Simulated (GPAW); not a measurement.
## Optical response of GeBi3

Aim: the dielectric function of GeBi3, and the optical constants that follow from it.

Program: GPAW 26.7.0. Level of theory: DFT, PBE, plane-wave PAW (GPAW data sets), scalar-relativistic, RPA, optical limit. Results are calculated unless marked as measured.

## Step 1: The starting structure

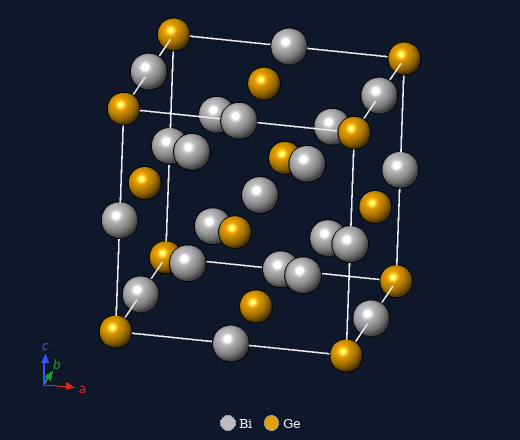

The starting structure, seen slightly off an axis (bismuth light grey, germanium orange). This picture shows the conventional cell, with its axes. Some periodic images of atoms are drawn too.

## Step 2: Ground state

First the ground state: is it a metal or has it a gap?

This step: DFT, PBE, plane-wave PAW (GPAW data sets), scalar-relativistic, ground state (GPAW 26.7.0).

gs.py reads:

```python
from ase import Atoms
from ase.dft.bandgap import bandgap
from gpaw import GPAW, PW, FermiDirac

atoms = Atoms(['Bi', 'Bi', 'Bi', 'Ge'],
              cell=[[0.000000000000, 3.866821000000, 3.866821000000],
                    [3.866821000000, 0.000000000000, 3.866821000000],
                    [3.866821000000, 3.866821000000, 0.000000000000]],
              scaled_positions=[[0.500000000000, 0.500000000000, 0.500000000000],
                                [0.750000000000, 0.750000000000, 0.750000000000],
                                [0.250000000000, 0.250000000000, 0.250000000000],
                                [0.000000000000, 0.000000000000, 0.000000000000]],
              pbc=[True, True, True])
atoms.calc = GPAW(mode=PW(450), xc='PBE', kpts={'size': (5, 5, 5), 'gamma': True},
                  occupations=FermiDirac(0.05), maxiter=150, txt='gs.txt')
print('energy (eV)', atoms.get_potential_energy())
print('Fermi level (eV)', atoms.calc.get_fermi_level())
print('valence electrons', atoms.calc.get_number_of_electrons())
print('gap (eV)', bandgap(atoms.calc, output=None)[0])
print('direct gap (eV)', bandgap(atoms.calc, direct=True, output=None)[0])
atoms.calc.write('gs.gpw')
```

The run is started by

```console
$ OMP_NUM_THREADS=1 python gs.py
```

Numbers of over 12 decimals in the logs are rounded to 6 here.

What it wrote:

```text
__  _  _
 | _ |_)|_||  |
 |__||  | ||/\| - 26.7.0

Versions:
  Python: 3.12.14
  ASE:    3.29.0
  Numpy:  2.5.5
  Scipy:  1.18.1
  Libxc:  7.0.0

Input parameters:
  mode=PW(ecut=450.000000),
  kpts=MonkhorstPack(size=(5, 5, 5), gamma=True),
  maxiter=150,
  occupations=Occupations(name='fermi-dirac', width=0.05, fixmagmom=False),
  xc=XC(name='PBE')

Diagonalizing LCAO Hamiltonian
Converting LCAO to pw mode

                         Bi

                   Bi

             Bi

       Ge

Atoms  # Å, Bohr magnetons
|   | symbol |        x |        y |        z |    initial magnetic moments |
| 0 |     Bi | 3.866821 | 3.866821 | 3.866821 | ( 0.0000,  0.0000,  0.0000) |
| 1 |     Bi | 5.800231 | 5.800231 | 5.800231 | ( 0.0000,  0.0000,  0.0000) |
| 2 |     Bi | 1.933410 | 1.933410 | 1.933410 | ( 0.0000,  0.0000,  0.0000) |
| 3 |     Ge | 0.000000 | 0.000000 | 0.000000 | ( 0.0000,  0.0000,  0.0000) |

Unit cell  # Å
| periodic |        x |        y |        z |  lengths |    angles |
|      yes | 0.000000 | 3.866821 | 3.866821 | 5.468511 | 60.000000 |
|      yes | 3.866821 | 0.000000 | 3.866821 | 5.468511 | 60.000000 |
|      yes | 3.866821 | 3.866821 | 0.000000 | 5.468511 | 60.000000 |

Number of symmetries: 48
Symmetry operations  # r_c * U_cc + t_c -> r_c
|    | kind |            matrix            |
|  0 |  σ   |  1, 0, 0,  1, 0,-1,  1,-1, 0 |
|  1 |  C2  |  1, 0, 0,  1,-1, 0,  1, 0,-1 |
|  2 |  E   |  1, 0, 0,  0, 1, 0,  0, 0, 1 |
|  3 |  σ   |  1, 0, 0,  0, 0, 1,  0, 1, 0 |
|  4 |  C4  |  1, 0,-1,  1, 0, 0,  1,-1, 0 |
|  5 |  S6  |  1, 0,-1,  1,-1, 0,  1, 0, 0 |
|  6 |  σ   |  1, 0,-1,  0, 1,-1,  0, 0,-1 |
|  7 |  C3  |  1, 0,-1,  0, 0,-1,  0, 1,-1 |
|  8 |  S6  |  1,-1, 0,  1, 0, 0,  1, 0,-1 |
|  9 |  C4  |  1,-1, 0,  1, 0,-1,  1, 0, 0 |
| 10 |  C3  |  1,-1, 0,  0,-1, 1,  0,-1, 0 |
| 11 |  σ   |  1,-1, 0,  0,-1, 0,  0,-1, 1 |
| 12 |  σ   |  0, 1, 0,  1, 0, 0,  0, 0, 1 |
| 13 |  C4  |  0, 1, 0,  0, 1,-1, -1, 1, 0 |
| 14 |  C3  |  0, 1, 0,  0, 0, 1,  1, 0, 0 |
| 15 |  S6  |  0, 1, 0, -1, 1, 0,  0, 1,-1 |
| 16 |  C2  |  0, 1,-1,  1, 0,-1,  0, 0,-1 |
| 17 |  σ   |  0, 1,-1,  0, 1, 0, -1, 1, 0 |
| 18 |  S4  |  0, 1,-1,  0, 0,-1,  1, 0,-1 |
| 19 |  C4  |  0, 1,-1, -1, 1, 0,  0, 1, 0 |
| 20 |  C3  |  0, 0, 1,  1, 0, 0,  0, 1, 0 |
| 21 |  σ   |  0, 0, 1,  0, 1, 0,  1, 0, 0 |
| 22 |  S6  |  0, 0, 1,  0,-1, 1, -1, 0, 1 |
| 23 |  C4  |  0, 0, 1, -1, 0, 1,  0,-1, 1 |
| 24 |  S4  |  0, 0,-1,  1, 0,-1,  0, 1,-1 |
| 25 |  C3  |  0, 0,-1,  0, 1,-1,  1, 0,-1 |
| 26 |  C2  |  0, 0,-1,  0,-1, 0, -1, 0, 0 |
| 27 |  S6  |  0, 0,-1, -1, 0, 0,  0,-1, 0 |
| 28 |  S4  |  0,-1, 1,  1,-1, 0,  0,-1, 0 |
| 29 |  C4  |  0,-1, 1,  0, 0, 1, -1, 0, 1 |
| 30 |  C2  |  0,-1, 1,  0,-1, 0,  1,-1, 0 |
| 31 |  σ   |  0,-1, 1, -1, 0, 1,  0, 0, 1 |
| 32 |  C3  |  0,-1, 0,  1,-1, 0,  0,-1, 1 |
| 33 |  S6  |  0,-1, 0,  0, 0,-1, -1, 0, 0 |
| 34 |  S4  |  0,-1, 0,  0,-1, 1,  1,-1, 0 |
| 35 |  C2  |  0,-1, 0, -1, 0, 0,  0, 0,-1 |
| 36 |  C2  | -1, 1, 0,  0, 1, 0,  0, 1,-1 |
| 37 |  S6  | -1, 1, 0,  0, 1,-1,  0, 1, 0 |
| 38 |  S4  | -1, 1, 0, -1, 0, 1, -1, 0, 0 |
| 39 |  C3  | -1, 1, 0, -1, 0, 0, -1, 0, 1 |
| 40 |  S6  | -1, 0, 1,  0, 0, 1,  0,-1, 1 |
| 41 |  C2  | -1, 0, 1,  0,-1, 1,  0, 0, 1 |
| 42 |  C3  | -1, 0, 1, -1, 1, 0, -1, 0, 0 |
| 43 |  S4  | -1, 0, 1, -1, 0, 0, -1, 1, 0 |
| 44 |  C2  | -1, 0, 0,  0, 0,-1,  0,-1, 0 |
| 45 |  i   | -1, 0, 0,  0,-1, 0,  0, 0,-1 |
| 46 |  σ   | -1, 0, 0, -1, 1, 0, -1, 0, 1 |
| 47 |  C2  | -1, 0, 0, -1, 0, 1, -1, 1, 0 |

BZ-sampling:
  Number of BZ points: 125
  Number of IBZ points: 10

  Monkhorst-Pack size: [5, 5, 5]
  Monkhorst-Pack shift: [0, 0, 0]

K-points  # in reciprocal-cell coordinates
|   |                                coordinates |     weight |
| 0 | (  0.00000000,   0.00000000,   0.00000000) | 0.00800000 |
| 1 | (  0.20000000,   0.20000000,   0.00000000) | 0.04800000 |
| 2 | (  0.20000000,   0.20000000,   0.20000000) | 0.06400000 |
| 3 | (  0.40000000,   0.20000000,  -0.20000000) | 0.19200000 |
| 4 | (  0.40000000,   0.20000000,   0.20000000) | 0.09600000 |
| 5 | (  0.40000000,   0.40000000,  -0.40000000) | 0.19200000 |
| 6 | (  0.40000000,   0.40000000,  -0.20000000) | 0.09600000 |
| 7 | (  0.40000000,   0.40000000,   0.00000000) | 0.04800000 |
| 8 | (  0.40000000,   0.40000000,   0.20000000) | 0.19200000 |
| 9 | (  0.40000000,   0.40000000,   0.40000000) | 0.06400000 |

Plane wave coefficients: 2532
Cutoff: 450.000000 eV

Spin-components: 1 (collinear spins)
Bands:           31
Projectors:      23
Spin-degeneracy: 2
Datatype:        complex128

Parallelization:
  kpt:    1
  domain: 1
  band:   1

Density:
  Valence electrons: 49.0
  Components: 1
  Grid points: [27 27 27]
  Charge: 0.0  # |e|

Potential:
  Grid points: [27 27 27]

species:
  Bi:
    name:    Bismuth
    id:
    Z:       83.0
    valence: 15
    core:    68
    charge:  0.0  # [|e|]
    compensation charges:
      type: gauss
      rc: 0.38  # [Å]
      lmax: 2
    cutoffs:
      filter: 2.23  # [Å]
      core: 2.33  # [Å]
    projectors
    | kind |    occ | energy [eV] | rcut [Å] |
    |   6s |  2.000 |     -14.385 |    1.286 |
    |   6p |  3.000 |      -4.580 |    1.275 |
    |   5d | 10.000 |     -27.119 |    1.349 |
    |    s |        |      12.827 |    1.286 |
    |    p |        |      22.631 |    1.275 |
    |    d |        |       0.093 |    1.349 |

    Using partial waves for Bi as LCAO basis

  Ge:
    name:    Germanium
    id:
    Z:       32.0
    valence: 4
    core:    28
    charge:  0.0  # [|e|]
    compensation charges:
      type: gauss
      rc: 0.32  # [Å]
      lmax: 2
    cutoffs:
      filter: 1.77  # [Å]
      core: 3.42  # [Å]
    projectors
    | kind |    occ | energy [eV] | rcut [Å] |
    |   4s |  2.000 |     -11.726 |    1.005 |
    |   4p |  2.000 |      -3.896 |    1.005 |
    |    s |        |      15.485 |    1.005 |
    |    p |        |      23.315 |    1.005 |
    |    d |        |       0.000 |    1.005 |

    Using partial waves for Ge as LCAO basis

Reference energy: -1811642.786710  # eV

eigensolver:
  PPCG
  Converge bands: occupied
  niter=2

density mixing:
  MSR1-Mixer
  Pratt-step length: 0.05
  Maximum mixing coefficient: 0.75
  Old densities: 10
  SVD Regularization: 0.005
  Good broyden scale: 1.0
  Trust region scale: 1.0
  Backstep threshold: 4.0
  History deletion threshold: 6.0
  Fourier metric: weight=20.0, sigma=0.015

occupation numbers:
  Fermi-Dirac:
    width: 0.0500  # eV

poisson solver:
  ecut: 3600.000000  # eV

xc functional:
  name: PBE with 2 nearest neighbor stencil

convergence criteria:
- Maximum [total energy] change in last 3 cyles: 0.0005 eV / valence electron
- Maximum integral of absolute [dens]ity change: 0.0001 electrons / valence electron
- Maximum integral of absolute [eigenst]ate change: 4e-08 eV^2 / valence electron
maximum number of iterations: 150

SCF iterations
|iter     |      energy | eigst |  dens |
|iter:   1||  -17.629010 | -0.42 |       |
|iter:   2||  -17.631099 | -2.69 | -1.69 |
|iter:   3||  -17.622327c| -2.92 | -1.73 |
|iter:   4||  -17.627367c| -3.58 | -2.11 |
|iter:   5||  -17.629446c| -3.91 | -2.48 |
|iter:   6||  -17.629356c| -5.34 | -3.17 |
|iter:   7||  -17.629364c| -6.33 | -3.55 |
|iter:   8||  -17.629365c| -6.83 | -4.26c|
|iter:   9||  -17.629366c| -7.69c| -4.81c|

Converged in 9 steps
SCF loop duration: 16.140 s (1.793 s/step)
Energy contributions relative to reference atoms: (reference = -1811642.786710)

Energy contributions:
  Kinetic:          51.036906
  Coulomb:         -47.362199
  Zero:             -4.453298
  External:          0.000000
  Xc:              -16.837941
  Entropy:          -0.025666
  Spinorbit:         0.000000
  ----------------------------
  Free energy:     -17.642199
  Extrapolated:    -17.629366

dipole moment: (-25.368546, -25.368546, -25.368546)  # |e|*Ang

Fermi level: 7.688
Eigenvalues  # (at kpt = [0.000, 0.000, 0.000])
| band index |      eig [eV] | occ [0-2] |
|          0 |       -15.892 |     2.000 |
|        ... |               |           |
|         20 |         5.036 |     2.000 |
|         21 |         5.036 |     2.000 |
|         22 |         5.235 |     2.000 |
|         23 |         5.235 |     2.000 |
|         24 |         5.235 |     2.000 |
|         25 |         6.040 |     2.000 |
|         26 |         6.040 |     2.000 |
|         27 |         6.040 |     2.000 |
|         28 |        11.093 |     0.000 |
|         29 |        11.093 |     0.000 |
|         30 |        12.993 |     0.000 |

No gap
No difference between direct/indirect transitions

--- standard output ---
energy (eV) -17.629366
Fermi level (eV) 7.688020
valence electrons 49.0
gap (eV) 0.0
direct gap (eV) 0.0
```

Wall time 18 s (1 thread of Arm Neoverse V1, shared host); peak memory 0.17 GiB.

This step gave:

```
energy       : -17.63 eV
Fermi energy : 7.688 eV
electrons    : 49
```

There are states at the Fermi level within the smearing, so the occupations stay smeared and the carriers get a Drude term.

## Step 3: Bands for the response

At the fixed density, many empty bands are solved on the mesh of the response, since the spectrum sums over them.

This step: DFT, PBE, plane-wave PAW (GPAW data sets), scalar-relativistic, bands at fixed density (GPAW 26.7.0).

nscf.py reads:

```python
from ase.dft.bandgap import bandgap
from gpaw import GPAW, FermiDirac

calc = GPAW('gs.gpw').fixed_density(kpts={'size': (8, 8, 8), 'gamma': True}, nbands=85, convergence={'bands': 79},
                                    occupations=FermiDirac(0.05), txt='nscf.txt')
print('gap (eV)', bandgap(calc, output=None)[0])
print('direct gap (eV)', bandgap(calc, direct=True, output=None)[0])
print('top band over the Fermi level (eV)', min(calc.get_eigenvalues(kpt=k)[78] for k in range(len(calc.get_ibz_k_points()))) - calc.get_fermi_level())
calc.write('full.gpw', mode='all')
```

The run is started by

```console
$ OMP_NUM_THREADS=1 python nscf.py
```

What it wrote:

```text
Diagonalizing LCAO Hamiltonian
Converting LCAO to pw mode
convergence criteria:
- Maximum integral of absolute [eigenst]ate change: 4e-08 eV^2 / valence electron
maximum number of iterations: 150

SCF iterations
|iter     |      energy | eigst |  dens |
|iter:   1||             | +3.45 |       |
|iter:   2||             | +2.23 |       |
|iter:   3||             | +1.27 |       |
|iter:   4||             | +0.24 |       |
|iter:   5||             | -0.59 |       |
|iter:   6||             | -1.24 |       |
|iter:   7||             | -1.88 |       |
|iter:   8||             | -2.44 |       |
|iter:   9||             | -3.05 |       |
|iter:  10||             | -3.62 |       |
|iter:  11||             | -4.28 |       |
|iter:  12||             | -4.87 |       |
|iter:  13||             | -5.51 |       |
|iter:  14||             | -6.10 |       |
|iter:  15||             | -6.67 |       |
|iter:  16||             | -7.18 |       |
|iter:  17||             | -7.46c|       |
SCF steps: 17
  __  _  _
 | _ |_)|_||  |
 |__||  | ||/\| - 26.7.0

Versions:
  Python: 3.12.14
  ASE:    3.29.0
  Numpy:  2.5.5
  Scipy:  1.18.1
  Libxc:  7.0.0

Input parameters:
  mode=PW(ecut=450.000000),
  convergence={'bands': 79},
  gpts=array([27, 27, 27]),
  kpts=MonkhorstPack(size=(8, 8, 8), gamma=True),
  maxiter=150,
  nbands=85,
  occupations=Occupations(name='fermi-dirac', width=0.05, fixmagmom=False),
  parallel={},
  xc=XC(name='PBE')

--- standard output ---
gap (eV) 0.0
direct gap (eV) 0.0
top band over the Fermi level (eV) 27.524846
```

Elapsed: 3.6 min, on 1 thread; peak memory 0.29 GiB.

[end of part 1 of 2]

[Machine, clock and banner lines and Python warnings are left out of the logs.]

[Logs are printed without paths, hosts, clocks, repeated set-up lines and the standing remarks that a program may print on its own settings, such as how far it seeks lower states.]

[Hosts, paths, dates, database ids (printed as entryN), source tags and the programs' standing remarks are cut or masked in the printed files.]
